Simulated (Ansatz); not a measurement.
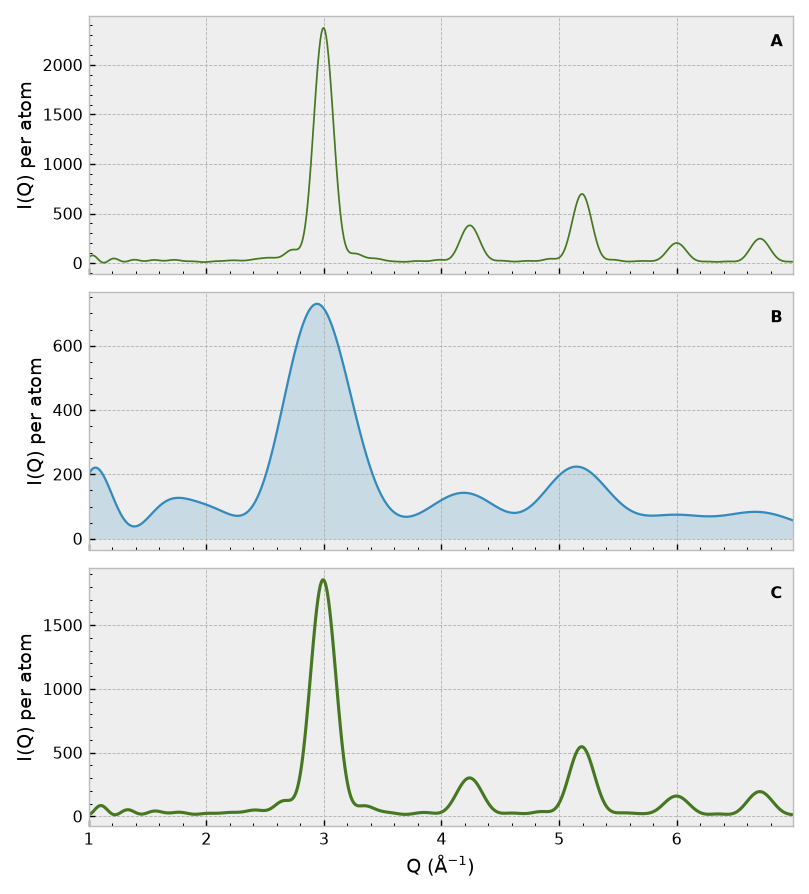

X-ray scattering of spheres cut from the crystal structure of Cr (Im-3m, a = 2.960 Å, b = 2.960 Å, c = 2.960 Å, α = 90.00°, β = 90.00°, γ = 90.00°), calculated atom by atom with the Debye equation (B = 0.5 Å², no relaxation of the surface). It is based on the input geometry of an electronic-structure calculation (not necessarily at equilibrium).

### The spheres are 10, 28 and 36 Å across. Which curve is which?

curve A: 36 Å (1893 atoms); curve B: 10 Å (51 atoms); curve C: 28 Å (893 atoms). Peak widths go roughly as 2π/D, so the largest sphere has the sharpest peaks.

### Index the main peaks of the largest sphere.

Q ≈ 3.00 Å⁻¹: 110; Q ≈ 4.24 Å⁻¹: 200; Q ≈ 5.20 Å⁻¹: 211; Q ≈ 6.00 Å⁻¹: 220.
